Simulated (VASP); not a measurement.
# Al2Pt: Al into a neighbouring Al vacancy

How hard is this move in Al2Pt: Al into a neighbouring Al vacancy? Both ends are relaxed first, then a band of images between them. The start is a cell from a database of measured crystal structures.

Method: LDA; plane waves and PAW (Pt, Al), in VASP 6.6.1.

The database entry behind the starting cell differs from later determinations by our own check (0.1 to 0.3 % short, probably kX units), so it need not match the best structure at ambient conditions.

## 1. The host crystal

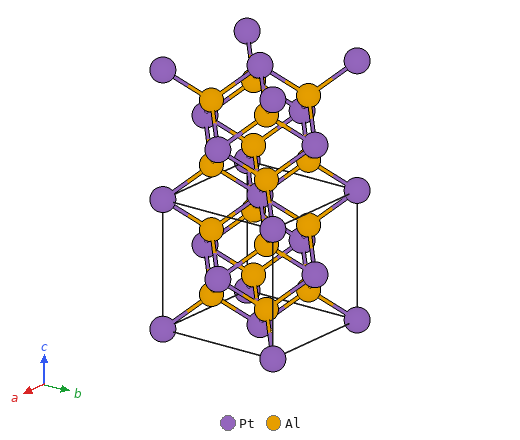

The cell as given, from a free direction (platinum purple, aluminium orange). 1×1×2 cells are drawn. This picture shows the conventional cell, with its axes. Some periodic images of atoms are drawn too.

## 2. Relax the host

First cell and atoms are relaxed at a raised cutoff, so that later runs start from this functional's own cell.

File INCAR:

```
SYSTEM = Al2Pt
PREC = Accurate
ENCUT = 350
EDIFF = 1E-06
NELM = 120
ISMEAR = 1
SIGMA = 0.15
LREAL = .FALSE.
ALGO = Normal
GGA = CA
NBANDS = 14
LASPH = .TRUE.
LORBIT = 11
LWAVE = .FALSE.
LCHARG = .FALSE.
KPAR = 3
IBRION = 2
NSW = 40
ISIF = 3
EDIFFG = -0.02
POTIM = 0.4
```

File POSCAR:

```
Al2Pt
1.0
    0.0000000000      2.9550000000      2.9550000000
    2.9550000000      0.0000000000      2.9550000000
    2.9550000000      2.9550000000      0.0000000000
Pt Al
1 2
Direct
    0.0000000000      0.0000000000      0.0000000000
    0.7500000000      0.7500000000      0.7500000000
    0.2500000000      0.2500000000      0.2500000000
```

File KPOINTS:

```
Automatic mesh
0
Gamma
7 7 7
0 0 0
```

The projector-augmented-wave data sets are Pt and Al (LDA family, release 64).

The run is started by

```bash
mpirun -np 3 vasp_std
```

The log of the run:

```text
[banner, memory and clock lines left out]
running    3 mpi-ranks, on    1 nodes
 distrk:  each k-point on    1 cores,    3 groups
 distr:  one band on    1 cores,    1 groups

 POSCAR found type information on POSCAR PtAl
 POSCAR found :  2 types and       3 ions
 LDA part: xc-table for (Slater(with rela. corr.)+CA(PZ))
 , standard interpolation
 POSCAR, INCAR and KPOINTS ok, starting setup
 FFT: planning ... GRIDC
 FFT: planning ... GRID_SOFT
 FFT: planning ... GRID
 WAVECAR not read
 entering main loop
       N       E                     dE             d eps       ncg     rms          rms(c)
DAV:   1     0.337572365129E+02    0.33757E+02   -0.52135E+03   584   0.691E+02
DAV:   2    -0.180848047300E+02   -0.51842E+02   -0.46398E+02   658   0.144E+02
DAV:   3    -0.192126582050E+02   -0.11279E+01   -0.11205E+01   736   0.210E+01
DAV:   4    -0.192201672468E+02   -0.75090E-02   -0.75084E-02   650   0.208E+00
DAV:   5    -0.192202693321E+02   -0.10209E-03   -0.10208E-03   716   0.242E-01    0.861E+00
DAV:   6    -0.187137947275E+02    0.50647E+00   -0.19868E+00   632   0.131E+01    0.220E+00
DAV:   7    -0.186140535957E+02    0.99741E-01   -0.15575E-01   614   0.368E+00    0.164E+00
DAV:   8    -0.185728600192E+02    0.41194E-01   -0.38696E-02   676   0.159E+00    0.262E-01
DAV:   9    -0.185726199601E+02    0.24006E-03   -0.15529E-03   704   0.324E-01    0.166E-01
DAV:  10    -0.185726235008E+02   -0.35407E-05   -0.16968E-04   704   0.111E-01    0.186E-02
DAV:  11    -0.185726190249E+02    0.44759E-05   -0.15257E-05   680   0.376E-02    0.781E-03
DAV:  12    -0.185726190972E+02   -0.72315E-07   -0.71751E-07   442   0.598E-03
   1 F= -.18572619E+02 E0= -.18571568E+02  d E =-.185726E+02
 curvature:   0.00 expect dE= 0.000E+00 dE for cont linesearch  0.000E+00
 trial: gam= 0.00000 g(F)=  0.330E-48 g(S)=  0.562E-01 ort = 0.000E+00 (trialstep = 0.100E+01)
 search vector abs. value=  0.562E-01
 bond charge predicted
       N       E                     dE             d eps       ncg     rms          rms(c)
DAV:   1    -0.189278660474E+02   -0.35525E+00   -0.45397E+00   614   0.202E+01    0.408E+00
DAV:   2    -0.186053208084E+02    0.32255E+00   -0.15333E+00   620   0.120E+01    0.110E+00
DAV:   3    -0.185828211045E+02    0.22500E-01   -0.73646E-02   620   0.269E+00    0.325E-01
DAV:   4    -0.185802132014E+02    0.26079E-02   -0.78837E-03   620   0.474E-01    0.988E-02
DAV:   5    -0.185801550356E+02    0.58166E-04   -0.91027E-04   680   0.292E-01    0.669E-02
DAV:   6    -0.185801892543E+02   -0.34219E-04   -0.16999E-04   608   0.102E-01    0.120E-02
DAV:   7    -0.185801876950E+02    0.15592E-05   -0.88032E-06   638   0.286E-02    0.201E-03
DAV:   8    -0.185801877784E+02   -0.83370E-07   -0.36218E-07   334   0.427E-03
   2 F= -.18580188E+02 E0= -.18578789E+02  d E =-.756868E-02
 trial-energy change:   -0.007569  1 .order   -0.006313   -0.056158    0.043531
 step:   0.5817(harm=  0.5633)  dis= 0.00000  next Energy=   -18.589200 (dE=-0.166E-01)
 bond charge predicted
       N       E                     dE             d eps       ncg     rms          rms(c)
DAV:   1    -0.186492225298E+02   -0.69035E-01   -0.79625E-01   608   0.845E+00    0.151E+00
DAV:   2    -0.185928264116E+02    0.56396E-01   -0.25528E-01   620   0.503E+00    0.400E-01
DAV:   3    -0.185897288898E+02    0.30975E-02   -0.10437E-02   608   0.994E-01    0.154E-01
DAV:   4    -0.185892845138E+02    0.44438E-03   -0.12643E-03   602   0.182E-01    0.456E-02
DAV:   5    -0.185892844240E+02    0.89798E-07   -0.13711E-04   668   0.111E-01    0.294E-02
DAV:   6    -0.185892848889E+02   -0.46490E-06   -0.23228E-05   614   0.404E-02    0.521E-03
DAV:   7    -0.185892851270E+02   -0.23810E-06   -0.46928E-07   340   0.456E-03
   3 F= -.18589285E+02 E0= -.18588015E+02  d E =-.166660E-01
 curvature:  -0.28 expect dE=-0.125E-06 dE for cont linesearch -0.125E-06
 trial: gam=-0.00280 g(F)=  0.515E-47 g(S)=  0.443E-06 ort = 0.158E-03 (trialstep = 0.916E+00)
 search vector abs. value=  0.103E-09
 reached required accuracy - stopping structural energy minimisation
```

The job ended after 4.4 s (3 MPI ranks of Intel Xeon 6975P-C (Granite Rapids), shared host; peak memory 0.41 GiB; 12 s of CPU time).

Lines that name or quote the potential files are left out of all logs, and their timing lines are given in words.

OUTCAR, selected parts (step 2):

```text
ion  position               nearest neighbor table
   1  0.000  0.000  0.000-   2 2.56   2 2.56   2 2.56   2 2.56   3 2.56   3 2.56   3 2.56   3 2.56

  LATTYP: Found a face centered cubic cell.
 ALAT       =     5.9100000000

 Subroutine GETGRP returns: Found 48 space group operations
 (whereof 48 operations were pure point group operations)

The static configuration has the point symmetry O_h .

 Found     20 irreducible k-points:

   k-points           NKPTS =     20   k-points in BZ     NKDIM =     20   number of bands    NBANDS=     14

   dimension x,y,z NGX =    28 NGY =   28 NGZ =   28
   dimension x,y,z NGXF=    56 NGYF=   56 NGZF=   56

   ENCUT  =  350.0 eV  25.72 Ry    5.07 a.u.   6.37  6.37  6.37*2*pi/ulx,y,z

   NELECT =      16.0000    total number of electrons

 k-points in reciprocal lattice and weights: Automatic mesh
   0.00000000  0.00000000  0.00000000       0.003
   0.14285714  0.00000000  0.00000000       0.023
   0.28571429  0.00000000  0.00000000       0.023
   0.42857143  0.00000000  0.00000000       0.023
   0.14285714  0.14285714  0.00000000       0.017
   0.28571429  0.14285714  0.00000000       0.070
   0.42857143  0.14285714  0.00000000       0.070
  -0.42857143  0.14285714  0.00000000       0.070
  -0.28571429  0.14285714  0.00000000       0.070
[...]
-0.42857143  0.42857143  0.14285714       0.070
  -0.28571429  0.42857143  0.14285714       0.070

 average (electrostatic) potential at core
       1 -66.5887       2 -70.2826       3 -70.2826

 E-fermi :   8.0195

 k-point     1 :       0.0000    0.0000    0.0000
  band No.  band energies     occupation
    ...
      2       2.8087      2.00000
      3       2.8087      2.00000
      4       2.8087      2.00000
      5       4.1988      2.00000
      6       4.1988      2.00000
      7      11.0659      0.00000
      8      11.8831      0.00000
      9      11.8831      0.00000
     10      11.8831      0.00000
     11      13.5887      0.00000
    ...

 k-point     2 :       0.1429    0.0000    0.0000
  band No.  band energies     occupation
    ...
      2       2.6511      2.00000
      3       2.9000      2.00000
      4       2.9000      2.00000
      5       4.1712      2.00000
      6       4.1712      2.00000
      7       9.3249     -0.00000
      8      11.2122      0.00000
      9      11.2122      0.00000
     10      11.4638      0.00000
     11      13.9095      0.00000
    ...

 k-point     3 :       0.2857    0.0000    0.0000
  band No.  band energies     occupation
    ...
      3       3.0666      2.00000
      4       3.0666      2.00000
      5       4.2071      2.00000
      6       4.2071      2.00000
      7       6.4667      2.00000
      8      10.0563     -0.00000
      9      10.0563     -0.00000
     10      11.8998      0.00000
     11      13.4753      0.00000
     12      13.5162      0.00000
    ...

  Total       -0.0033873     -0.0033873     -0.0033873     -0.0000000      0.0000000      0.0000000
  in kB       -0.1080635     -0.1080635     -0.1080635     -0.0000000      0.0000000      0.0000000
  external PRESSURE =      -0.1080635 kB  Pullay stress =       0.0000000 kB

  energy-cutoff  :      350.00
  volume of cell :       50.22
      direct lattice vectors                 reciprocal lattice vectors
    -0.000000000  2.928324513  2.928324513    -0.170746103  0.170746103  0.170746103
     2.928324513 -0.000000000  2.928324513     0.170746103 -0.170746103  0.170746103
     2.928324513  2.928324513  0.000000000     0.170746103  0.170746103 -0.170746103

 POSITION                                       TOTAL-FORCE (eV/Angst)
 -----------------------------------------------------------------------------------
      0.00000      0.00000      0.00000        -0.000000     -0.000000      0.000000
      4.39249      4.39249      4.39249         0.000000      0.000000     -0.000000
      1.46416      1.46416      1.46416        -0.000000     -0.000000      0.000000
 -----------------------------------------------------------------------------------
    total drift:                               -0.000000     -0.000000      0.000000

  FREE ENERGIE OF THE ION-ELECTRON SYSTEM (eV)
  ---------------------------------------------------
  free  energy   TOTEN  =       -18.5892851270 eV

  energy  without entropy=      -18.5854753136  energy(sigma->0) =      -18.58801519

 reached required accuracy - stopping structural energy minimisation

 total charge
# of ion       s       p       d       tot
------------------------------------------
    1        0.854   0.748   8.191   9.793
    2        0.411   0.381   0.000   0.792
    3        0.411   0.381   0.000   0.792
--------------------------------------------------
tot          1.676   1.510   8.191  11.377

[... 3 further parts left out ...]
```

CONTCAR:

```
Al2Pt
   1.00000000000000
    -0.0000000000000000    2.9283245129266628    2.9283245129266628
     2.9283245129266628   -0.0000000000000000    2.9283245129266628
     2.9283245129266628    2.9283245129266628    0.0000000000000000
  Pt              Al
     1     2
Direct
     0.0000000000000000    0.0000000000000000    0.0000000000000000
     0.7500000000000000    0.7500000000000000    0.7500000000000000
     0.2500000000000000    0.2500000000000000    0.2500000000000000
```

The k-mesh is coarse for a metal. The run keeps the 48 symmetry operations of its start, so it cannot find a distortion of lower symmetry.

Step by step:

```csv
step,energy less that of the first step (eV),largest force (eV/Å),pressure (GPa),volume (Å³)
1,0.0000,0.0000,-3.75,51.61
2,-0.0076,0.0000,3.04,49.24
3,-0.0167,0.0000,-0.01,50.22
```

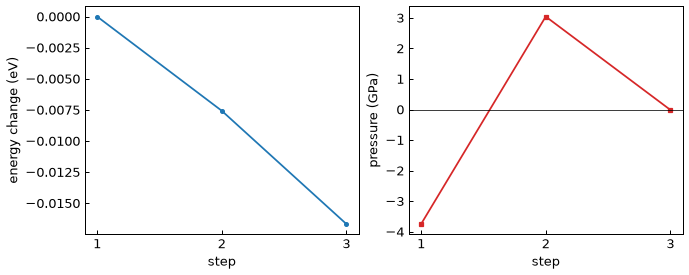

Energy and pressure along the relaxation.

| conventional cell, symmetrised | before | after | change |
| --- | --- | --- | --- |
| a (Å) | 5.910 | 5.857 | -0.9 % |
| b (Å) | 5.910 | 5.857 | -0.9 % |
| c (Å) | 5.910 | 5.857 | -0.9 % |
| volume (Å³/atom) | 17.20 | 16.74 | -2.7 % |

Final coordinates:

```xyz
3
Lattice="0.0000 2.9283 2.9283 2.9283 0.0000 2.9283 2.9283 2.9283 0.0000" Properties=species:S:1:pos:R:3 pbc="T T T"
Pt    0.0000    0.0000    0.0000
Al    4.3925    4.3925    4.3925
Al    1.4642    1.4642    1.4642
```

Numbers from this step:

```yaml
electronic_cycles: 27
electrons: 16
free_energy_toten: -18.59 eV
energy_at_zero_smearing: -18.59 eV
fermi_energy: 8.020 eV
metallic: yes
```

The run ended after 3 ionic steps, 0.017 eV below its first step, once forces and stress met EDIFFG = -0.02.

(Part 1 of 4 ends here.)

[Lines on the potential files, build, host, timing and source positions are cut from VASP's logs without a mark.]

[Logs are printed without paths, hosts, clocks, repeated set-up lines and the standing remarks that a program may print on its own settings, such as how far it seeks lower states.]

[Hosts, paths, dates, database ids (printed as entryN), source tags and the programs' standing remarks are cut or masked in the printed files.]

[Runs that stopped without an error message from VASP are left out.]
